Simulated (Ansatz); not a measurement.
# CH3BS (SMILES B=CS): single points off equilibrium

Aim: energy, forces and dipole at a structure displaced at random from a GFN2-xTB minimum, from CCSD(T) and from density functionals.

Computed with Ansatz 0.2.0, Gaussian basis. Level: single points in def2-TZVPP.

Cores are frozen in the correlated methods.

**1. The system as given**

SMILES `B=CS`, 6 atoms, charge 0, spin multiplicity 1.

Atoms are counted from 1 here; the program's logs count them from 0.

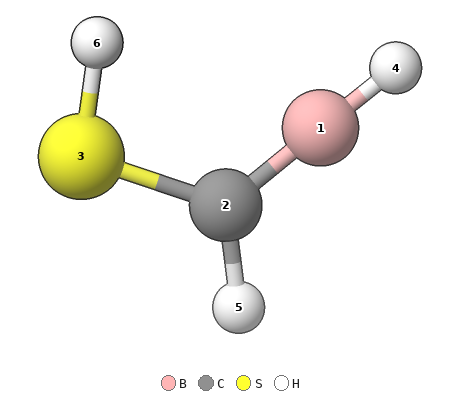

Start geometry, drawn with boron pink, carbon grey, sulfur yellow, hydrogen white; atoms are numbered from 1 in the order of the file.

As a file:

```xyz
6
CH3BS
B     0.3595   -0.0487   -0.9944
C    -0.6262   -0.0401   -0.0274
S    -0.2629    0.1355    1.6498
H     1.1317   -0.1015   -1.7560
H    -1.7917    0.1584   -0.3477
H     1.0593    0.0022    1.6499
```

**2. CCSD(T)/def2-TZVPP**

Contents of run/in.yaml:

```yaml
crystal:
  periodic: [false, false, false]
  atoms:
    - {symbol: B, position_ang: [0.359500, -0.048700, -0.994400]}
    - {symbol: C, position_ang: [-0.626200, -0.040100, -0.027400]}
    - {symbol: S, position_ang: [-0.262900, 0.135500, 1.649800]}
    - {symbol: H, position_ang: [1.131700, -0.101500, -1.756000]}
    - {symbol: H, position_ang: [-1.791700, 0.158400, -0.347700]}
    - {symbol: H, position_ang: [1.059300, 0.002200, 1.649900]}
basis:
  gaussian: {orbitals: def2-TZVPP}
correlation: {method: ccsd_t}
output: {forces: true}
```

The command line of these runs was not kept.

The log of the run, cut to the lines that bear on the results:

```text
Functional definition: HF
  name "HF"
  cite "Fock, Z. Phys. 61, 126 (1930) doi:10.1007/BF01340294"
  parent pbe
[...]
853 factors; integrals over basis functions are off by at most 1.1e-3 eV
[...]
mean field -12565.22932782 eV, -461.7636607790 hartree, gradient 1.1e-6 eV, S^2 0.000000; 0 other end points of the search recorded, 0 dependent functions left out
7 core orbitals not correlated: weight in the atoms' cores, before any rotation towards them, 1.000 or more for the frozen orbitals, at most 0.000 for the correlated occupied ones
reference -12565.22932782 eV, -461.7636607790 hartree; 8, 8 occupied and 131, 131 virtual orbitals, 853 factors
second order -11.70441236 eV of doubles, -0.00000000 eV of singles
cycle   1  -12.24680897 eV  change   -5.4e-1 eV  update   8.4e-2
[...]
cycle  14  -12.67699874 eV  change  -2.7e-10 eV  update   1.3e-6
perturbative correction -0.60525975 eV, -0.0222428854 hartree
[...]
Total energy: -12578.51158630 eV, -462.2517747752 hartree
Atom 0 at     0.359500    -0.048700    -0.994400 Å, force    -1.877784    -0.030639     1.187523 eV/Å
Atom 1 at    -0.626200    -0.040100    -0.027400 Å, force    -3.016037     0.845746    -1.736370 eV/Å
Atom 2 at    -0.262900     0.135500     1.649800 Å, force    -0.584178     0.101155     1.819328 eV/Å
Atom 3 at     1.131700    -0.101500    -1.756000 Å, force     2.110562    -0.171634    -1.990170 eV/Å
Atom 4 at    -1.791700     0.158400    -0.347700 Å, force     3.087733    -0.687114     1.009525 eV/Å
Atom 5 at     1.059300     0.002200     1.649900 Å, force     0.279704    -0.057514    -0.289836 eV/Å
Dipole moment:     0.175843     0.013563    -0.256467 e Å
```

Wall time 50 s (4 threads, shared host); peak memory 1.6 GiB.

**3. PBE0-D4/def2-TZVPP**

Changes to run/in.yaml since step 2:

```diff
@@ -11,3 +11,3 @@
   gaussian: {orbitals: def2-TZVPP}
-correlation: {method: ccsd_t}
-output: {forces: true}
+hamiltonian: {xc: pbe0, dispersion: d4}
+output: {forces: true, orbitals: {seedname: orbitals}}
```

The log of the run, cut to the lines that bear on the results:

```text
Functional definition: PBE0
  name "PBE0"
  cite "Adamo & Barone, J. Chem. Phys. 110, 6158 (1999) doi:10.1063/1.478522"
  cite "Perdew, Burke & Ernzerhof, Phys. Rev. Lett. 77, 3865 (1996) doi:10.1103/PhysRevLett.77.3865"
[... 1 set-up line as earlier in the session ...]
[...]
841 factors; their error is unknown
[...]
mean field -12589.56897965 eV, -462.6581264857 hartree, gradient 3.4e-5 eV, S^2 0.000000; 0 other end points of the search recorded, 0 dependent functions left out
[...]
reference -12589.56900745 eV, -462.6581275074 hartree; 15, 15 occupied and 131, 131 virtual orbitals, 841 factors
Total energy: -12589.65726212 eV, -462.6613708066 hartree
Atom 0 at     0.359500    -0.048700    -0.994400 Å, force    -2.335480    -0.058722     1.643357 eV/Å
Atom 1 at    -0.626200    -0.040100    -0.027400 Å, force    -2.528010     0.934317    -1.756020 eV/Å
Atom 2 at    -0.262900     0.135500     1.649800 Å, force    -0.754891     0.050312     1.354361 eV/Å
Atom 3 at     1.131700    -0.101500    -1.756000 Å, force     2.127726    -0.161111    -2.013344 eV/Å
Atom 4 at    -1.791700     0.158400    -0.347700 Å, force     3.119692    -0.702814     1.029796 eV/Å
Atom 5 at     1.059300     0.002200     1.649900 Å, force     0.370964    -0.061983    -0.258150 eV/Å
Dipole moment:     0.179022     0.015450    -0.255216 e Å
```

It took 1.8 s on 4 threads, shared host; peak memory 0.24 GiB.

**4. wB97M-V/def2-TZVPP**

Changes to run/in.yaml since step 3:

```diff
@@ -11,3 +11,3 @@
   gaussian: {orbitals: def2-TZVPP}
-hamiltonian: {xc: pbe0, dispersion: d4}
-output: {forces: true, orbitals: {seedname: orbitals}}
+hamiltonian: {xc: {name: wB97M-V}}
+output: {forces: true}
```

The log of the run, cut to the lines that bear on the results:

```text
Functional definition: wB97M-V
  name "wB97M-V"
  cite "Mardirossian & Head-Gordon, J. Chem. Phys. 144, 214110 (2016) doi:10.1063/1.4952647"
  cite "Becke, J. Chem. Phys. 107, 8554 (1997) doi:10.1063/1.475007"
  cite "Vydrov & Van Voorhis, J. Chem. Phys. 133, 244103 (2010) doi:10.1063/1.3521275"
  # Of w^i u^j: cxij and so on, Table III.
[...]
  gx(w, u) = 1 - cx + cx01*u + cx10*w
  gss(w, u) = css00 + css04*u^4 + css10*w + css20*w^2 + css43*w^4*u^3
  gos(w, u) = cos00 + cos10*w + (cos20 + cos21*u)*w^2 + (cos60 + cos61*u)*w^6
[...]
      + integral(e_c_pw_mod_opposite_spin*gos(b97_w_opposite, b97_u_opposite)) + vv10(b, c)
817 factors; their error is unknown
192 factors; integrals over basis functions are off by at most 1.3e-5 eV
[...]
mean field -12594.22296353 eV, -462.8291572387 hartree, gradient 8.8e-5 eV, S^2 0.000000; 0 other end points of the search recorded, 0 dependent functions left out
[...]
reference -12594.22300803 eV, -462.8291588742 hartree; 15, 15 occupied and 131, 131 virtual orbitals, 817 factors
Total energy: -12594.22300803 eV, -462.8291588742 hartree
Atom 0 at     0.359500    -0.048700    -0.994400 Å, force    -2.354942    -0.085676     1.642768 eV/Å
Atom 1 at    -0.626200    -0.040100    -0.027400 Å, force    -2.444246     0.927359    -2.130894 eV/Å
Atom 2 at    -0.262900     0.135500     1.649800 Å, force    -0.618430     0.065965     1.625046 eV/Å
Atom 3 at     1.131700    -0.101500    -1.756000 Å, force     1.987548    -0.142324    -1.877842 eV/Å
Atom 4 at    -1.791700     0.158400    -0.347700 Å, force     3.153025    -0.711285     1.016604 eV/Å
Atom 5 at     1.059300     0.002200     1.649900 Å, force     0.277044    -0.054038    -0.275683 eV/Å
Dipole moment:     0.184780     0.016525    -0.274267 e Å
```

Run time: 5.5 s. Hardware: 4 threads, shared host; peak memory 0.31 GiB.

**5. r2SCAN-D4/def2-TZVPP**

Changes to run/in.yaml since step 4:

```diff
@@ -11,3 +11,3 @@
   gaussian: {orbitals: def2-TZVPP}
-hamiltonian: {xc: {name: wB97M-V}}
+hamiltonian: {xc: r2scan, dispersion: d4}
 output: {forces: true}
```

The log in run was not kept; the run's report gives a total energy of -12593.830386 eV.

It took 2.7 s on 4 threads, shared host; peak memory 0.16 GiB.

**6. PBE-D4/def2-TZVPP**

Changes to run/in.yaml since step 5:

```diff
@@ -11,3 +11,3 @@
   gaussian: {orbitals: def2-TZVPP}
-hamiltonian: {xc: r2scan, dispersion: d4}
+hamiltonian: {xc: pbe, dispersion: d4}
 output: {forces: true}
```

The log of the run, cut to the lines that bear on the results:

```text
Functional definition: PBE
  name "PBE"
[... 2 set-up lines as earlier in the session ...]
[...]
810 factors; their error is unknown
[...]
mean field -12588.44776289 eV, -462.6169225297 hartree, gradient 6.0e-5 eV, S^2 0.000000; 0 other end points of the search recorded, 0 dependent functions left out
[...]
reference -12588.44780029 eV, -462.6169239043 hartree; 15, 15 occupied and 131, 131 virtual orbitals, 810 factors
Total energy: -12588.55410198 eV, -462.6208304194 hartree
Atom 0 at     0.359500    -0.048700    -0.994400 Å, force    -2.103222    -0.030454     1.428136 eV/Å
Atom 1 at    -0.626200    -0.040100    -0.027400 Å, force    -2.613654     0.813794    -1.619768 eV/Å
Atom 2 at    -0.262900     0.135500     1.649800 Å, force    -0.978127     0.116121     1.565069 eV/Å
Atom 3 at     1.131700    -0.101500    -1.756000 Å, force     2.209745    -0.171158    -2.086562 eV/Å
Atom 4 at    -1.791700     0.158400    -0.347700 Å, force     2.826911    -0.636937     0.960360 eV/Å
Atom 5 at     1.059300     0.002200     1.649900 Å, force     0.658347    -0.091367    -0.247235 eV/Å
Dipole moment:     0.155594     0.016712    -0.206863 e Å
```

Wall time 1.4 s (4 threads, shared host); peak memory 0.14 GiB.

**7. HSE06-D4/def2-TZVPP**

Changes to run/in.yaml since step 6:

```diff
@@ -11,3 +11,3 @@
   gaussian: {orbitals: def2-TZVPP}
-hamiltonian: {xc: pbe, dispersion: d4}
+hamiltonian: {xc: hse06, dispersion: d4}
 output: {forces: true}
```

The log in run was not kept; the run's report gives a total energy of -12589.335733 eV.

Run time: 2 s. Hardware: 4 threads, shared host; peak memory 0.25 GiB.

**8. BHLYP-D4/def2-TZVPP**

Changes to run/in.yaml since step 7:

```diff
@@ -11,3 +11,3 @@
   gaussian: {orbitals: def2-TZVPP}
-hamiltonian: {xc: hse06, dispersion: d4}
+hamiltonian: {xc: {name: BHLYP}, dispersion: d4}
 output: {forces: true}
```

The log in run was not kept; the run's report gives a total energy of -12594.784364 eV.

Wall time 1.8 s (4 threads, shared host); peak memory 0.25 GiB.

**9. The levels compared**

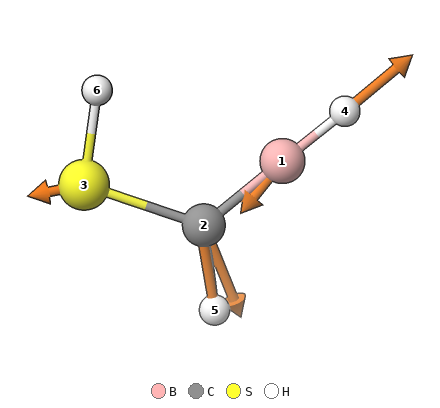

Forces at CCSD(T); the longest arrow is 3.58 eV/Å.

```csv
method,RMS force component (eV/Å),RMS error against CCSD(T) (eV/Å),angle to CCSD(T) forces (°),dipole (D)
CCSD(T),1.510,0,0,1.50
PBE0-D4,1.509,0.227,8.6,1.50
wB97M-V,1.524,0.236,8.9,1.59
r2SCAN-D4,1.483,0.186,7.0,1.40
PBE-D4,1.474,0.203,7.7,1.25
HSE06-D4,1.507,0.222,8.4,1.49
BHLYP-D4,1.552,0.305,11.3,1.68
```

Energy less the free neutral atoms in their ground states at the same level (atoms from separate runs):

Differences are taken before rounding.

```csv
method,rung,energy less atoms (kJ/mol),from CCSD(T) (kJ/mol)
PBE-D4,GGA,-2041.5,-133.6
r2SCAN-D4,meta-GGA,-1999.5,-91.6
PBE0-D4,hybrid,-1997.7,-89.8
HSE06-D4,screened hybrid,-1999.7,-91.8
BHLYP-D4,hybrid,-1920.9,-13.0
wB97M-V,range-separated hybrid,-1995.6,-87.8
Hartree-Fock,wavefunction,-1411.0,+496.9
MP2,wavefunction,-1946.6,-38.7
CCSD,wavefunction,-1870.7,+37.2
CCSD(T),wavefunction,-1907.9,0
```

Cost and force error (times from a shared host):

```csv
method,time,RMS force error (eV/Å)
CCSD(T),50 s,0
PBE0-D4,1.8 s,0.227
wB97M-V,5.5 s,0.236
r2SCAN-D4,2.7 s,0.186
PBE-D4,1.4 s,0.203
HSE06-D4,2 s,0.222
BHLYP-D4,1.8 s,0.305
```

**10. Summary of results**

```
                                  quantity                                                                                             value
energy less free atoms, CCSD(T)/def2-TZVPP                                                                                    -1907.9 kJ/mol
                       RMS force component                                                              1.474 to 1.552 eV/Å over the methods
                           RMS force error  PBE0-D4 0.227, wB97M-V 0.236, r2SCAN-D4 0.186, PBE-D4 0.203, HSE06-D4 0.222, BHLYP-D4 0.305 eV/Å
                    HOMO and LUMO, PBE0-D4                                                                                -5.65 and -1.89 eV
                             T1 diagnostic                                                                                             0.014
```

What this shows: Against CCSD(T) the functionals' energies less atoms differ by -133.6 to -13.0 kJ/mol, PBE-D4 by -133.6 kJ/mol. The reference is not at the basis limit: in triple zeta CCSD(T) underbinds, which counts against methods that bind more; the gaps are no ranking. The forces of r2SCAN-D4 come nearest to CCSD(T), those of BHLYP-D4 are farthest.
